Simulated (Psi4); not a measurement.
# SiNH4 (SMILES [NH][SiH3]): UPBE0/def2-TZVP

Aim: the vertical doublet–quartet gap of SiNH4 at UPBE0/def2-TZVP, from 2 runs. 

The calculation is run with Psi4 1.11.

1 further run of the same task is left out (set aside as unsound or not needed).

## Step 1: The structure to begin with

The species is SiNH4 (6 atoms), meant as a doublet with charge 0. SMILES: `[NH][SiH3]`. The shape is that of a PBE0-D4/def2-TZVP optimisation.

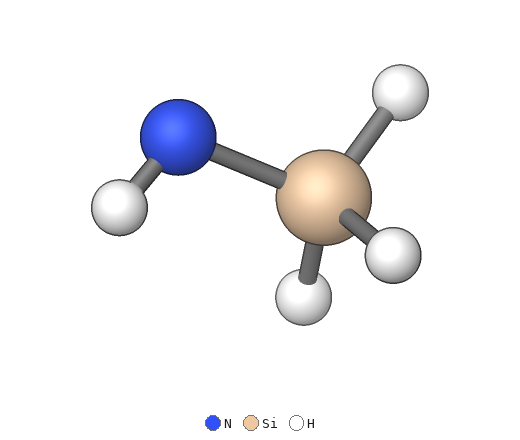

Viewed from a chosen angle; nitrogen blue, silicon light orange, hydrogen white.

## Step 2: The energy at UPBE0/def2-TZVP

h4nsi.inp

```
memory 2200 MB

molecule {
  0 2
  N      0.592100    -0.835200     0.909500
  Si    -0.203700     0.347600    -0.110000
  H      0.922800    -1.640700     0.372700
  H     -1.310600    -0.282300    -0.885500
  H      0.789500     0.911800    -1.068900
  H     -0.748100     1.434800     0.736200
  units angstrom
  symmetry c1
  no_reorient
  no_com
}

set globals {
  basis def2-TZVP
  reference uks
  puream true
  e_convergence 1e-09
  d_convergence 1e-08
  scf_type pk
  dft_radial_points 99
  dft_spherical_points 590
  maxiter 100
}

e, wfn = energy('pbe0', return_wfn=True)
oeprop(wfn, 'WIBERG_LOWDIN_INDICES', 'QUADRUPOLE', 'LOWDIN_CHARGES', title='PBE0')
print_variables()
```

Started as:

```sh
$ psi4 h4nsi.inp h4nsi.out -n 1
```

h4nsi.out:

```text
[...]
  Running in c1 symmetry.
[...]
  Nuclear repulsion =   56.674425113493072
[...]
  Multiplicity = 2
[...]
  Nalpha       = 13
  Nbeta        = 12
[...]
    Number of basis functions: 92
[...]
   @UKS iter   1:  -346.19793964785333   -3.51396e-01   7.49744e-03 ADIIS/DIIS
[...]
   @UKS iter  14:  -346.42550428076703   -2.30784e-11   8.81383e-09 DIIS
[...]
   @S^2 Observed:                7.542354379E-01
[...]
    Orbital Energies [Eh]
    ---------------------
    Alpha Occupied:
       1A    -66.252175     2A    -14.409221     3A     -5.333980
       4A     -3.668005     5A     -3.667447     6A     -3.666830
       7A     -0.870364     8A     -0.557632     9A     -0.448352
      10A     -0.396136    11A     -0.370244    12A     -0.322534
      13A     -0.314290
    Alpha Virtual:
      14A      0.007386    15A      0.058077    16A      0.062819
      17A      0.073095    18A      0.087338    19A      0.166789
      20A      0.173120    21A      0.220851    22A      0.234756
      23A      0.237283    24A      0.264884    25A      0.296635
[...]
  @UKS Final Energy:  -346.42550428076703
   => Energetics <=
    Nuclear Repulsion Energy =             56.6744251134930721
    One-Electron Energy =                -590.4927539760417403
    Two-Electron Energy =                 209.3975689118883281
    DFT Exchange-Correlation Energy =     -22.0047443301066146
    Empirical Dispersion Energy =           0.0000000000000000
    VV10 Nonlocal Energy =                  0.0000000000000000
    Total Energy =                       -346.4255042807669724
[...]
 Multipole Moments:
 ------------------------------------------------------------------------------------
     Multipole            Electronic (a.u.)      Nuclear  (a.u.)        Total (a.u.)
 ------------------------------------------------------------------------------------
 L = 1.  Multiply by 2.5417464519 to convert [e a0] to [Debye]
 Dipole X            :         -1.7997893            1.7886258           -0.0111635
 Dipole Y            :          0.8904246           -1.0514436           -0.1610190
 Dipole Z            :         -8.0547192            7.5229997           -0.5317195
 Magnitude           :                                                    0.5556774
 L = 2.  Multiply by 1.3450342976 to convert [e a0^2] to [Debye ang]
 Quadrupole XX       :        -40.0219588           24.2374762          -15.7844826
 Quadrupole XY       :         20.6774542          -21.2496301           -0.5721759
[...]
```

It took 24 s on 1 thread of AMD EPYC 7R43 (Zen 3), shared host; peak memory 1.1 GiB.

## Step 3: The quartet

job.py

```python
import psi4

psi4.set_memory(2200000000)
psi4.set_num_threads(1)
psi4.set_output_file('run.log', False)

molecule = psi4.geometry("""
0 4
N
Si 1 1.752625
H 1 1.022911 2 111.89876
H 2 1.491108 1 110.76314 3 54.98538
H 2 1.491394 4 108.64961 1 119.7997
H 2 1.481361 4 109.53092 5 119.61475
symmetry c1
no_reorient
no_com
""")

psi4.set_options({
    'basis': 'def2-TZVP',
    'reference': 'uks',
    'puream': True,
    'e_convergence': 1e-09,
    'd_convergence': 1e-08,
    'scf_type': 'pk',
    'dft_radial_points': 99,
    'dft_spherical_points': 590,
    'maxiter': 100,
})

energy_value, wavefunction = psi4.energy("PBE0", return_wfn=True)
psi4.oeprop(wavefunction, "LOWDIN_CHARGES", "DIPOLE", "MAYER_INDICES")
print(f'PBE0 energy: {energy_value:.10f} Eh')
for k, v in sorted(psi4.core.scalar_variables().items()):
    print(f'{k:45s} {v:18.10f}')
```

Started as:

```sh
$ python job.py
```

run.log:

```text
[...]
  Running in c1 symmetry.
[...]
  Nuclear repulsion =   56.674420389990779
[...]
  Multiplicity = 4
[...]
  Nalpha       = 14
  Nbeta        = 11
[...]
    Number of basis functions: 92
[...]
   @UKS iter   1:  -346.00653264604381   -1.59990e-01   6.48212e-03 ADIIS/DIIS
[...]
   @UKS iter  16:  -346.19303794299947   -9.32232e-12   6.04135e-09 DIIS
[...]
   @S^2 Observed:                3.761032063E+00
[...]
    Orbital Energies [Eh]
    ---------------------
    Alpha Occupied:
       1A    -66.275357     2A    -14.543437     3A     -5.356416
       4A     -3.693005     5A     -3.688984     6A     -3.688614
       7A     -0.988741     8A     -0.612347     9A     -0.537610
      10A     -0.473082    11A     -0.472115    12A     -0.378571
      13A     -0.375067    14A     -0.084277
    Alpha Virtual:
      15A      0.024139    16A      0.039085    17A      0.041788
      18A      0.059741    19A      0.152807    20A      0.154662
      21A      0.182354    22A      0.199205    23A      0.202194
      24A      0.226302    25A      0.270219    26A      0.273024
[...]
  @UKS Final Energy:  -346.19303794299947
   => Energetics <=
    Nuclear Repulsion Energy =             56.6744203899907788
    One-Electron Energy =                -589.1377656900435795
    Two-Electron Energy =                 208.1952005709496518
    DFT Exchange-Correlation Energy =     -21.9248932138963006
    Empirical Dispersion Energy =           0.0000000000000000
    VV10 Nonlocal Energy =                  0.0000000000000000
    Total Energy =                       -346.1930379429994673
[...]
 Multipole Moments:
 ------------------------------------------------------------------------------------
     Multipole            Electronic (a.u.)      Nuclear  (a.u.)        Total (a.u.)
 ------------------------------------------------------------------------------------
 L = 1.  Multiply by 2.5417464519 to convert [e a0] to [Debye]
 Dipole X            :         -0.0249602            0.0228268           -0.0021335
 Dipole Y            :         -0.9269888            0.8208267           -0.1061621
 Dipole Z            :         -1.9876367            1.4773552           -0.5102814
 Magnitude           :                                                    0.5212121
[...]
```

The script printed:

```text
PBE0 energy: -346.1930379430 Eh
CURRENT ENERGY                                   -346.1930379430
CURRENT REFERENCE ENERGY                         -346.1930379430
DD SOLVATION ENERGY                                 0.0000000000
DFT FUNCTIONAL TOTAL ENERGY                      -346.1930379430
DFT TOTAL ENERGY                                 -346.1930379430
DFT VV10 ENERGY                                     0.0000000000
DFT XC ENERGY                                     -21.9248932139
GRID ELECTRONS ALPHA                               14.0000003200
GRID ELECTRONS BETA                                11.0000000258
GRID ELECTRONS TOTAL                               25.0000003458
NUCLEAR REPULSION ENERGY                           56.6744203900
ONE-ELECTRON ENERGY                              -589.1377656900
PCM POLARIZATION ENERGY                             0.0000000000
PE ENERGY                                           0.0000000000
SCF ITERATION ENERGY                             -346.1930379430
SCF ITERATIONS                                     16.0000000000
SCF TOTAL ENERGY                                 -346.1930379430
TWO-ELECTRON ENERGY                               208.1952005709
XC GRID RADIAL POINTS                              99.0000000000
XC GRID SPHERICAL POINTS                          590.0000000000
XC GRID TOTAL POINTS                           336195.0000000000
```

It took 27 s on 1 thread of AMD EPYC 7R43 (Zen 3), shared host; peak memory 1.1 GiB.

## Step 4: Outcome

At UPBE0/def2-TZVP:

```
                                        quantity          value
                           doublet: total energy  -346.42550 Eh
                          doublet: dipole moment         1.41 D
     doublet: HOMO energy (highest over α and β)       -8.02 eV
      doublet: LUMO energy (lowest over α and β)       -3.40 eV
                                   doublet: ⟨S²⟩          0.754
                           quartet: total energy  -346.19304 Eh
                          quartet: dipole moment         1.32 D
     quartet: HOMO energy (highest over α and β)       -2.29 eV
                                   quartet: ⟨S²⟩          3.761
vertical energy of the quartet above the doublet       6.326 eV
```

In words: At this shape the quartet lies 6.33 eV (146 kcal/mol) above the doublet.
